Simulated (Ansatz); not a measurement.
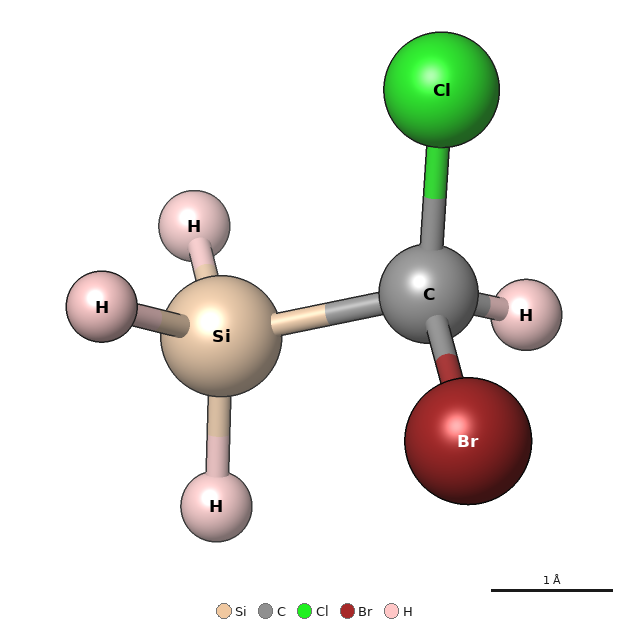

Distant atoms are faded towards the background colour. The geometry was computed by an optimisation with PBE0-D4/def2-TZVP. No frequency run is at hand to confirm it as a minimum. Masses are those of the most abundant isotopes; constants are for the rigid equilibrium geometry.

> What kind of rotor is it, and what are its rotational constants in MHz?

An asymmetric top (C1): A = 3112, B = 1788, C = 1186 MHz. Ray's parameter κ is −0.37, nearer the prolate limit.
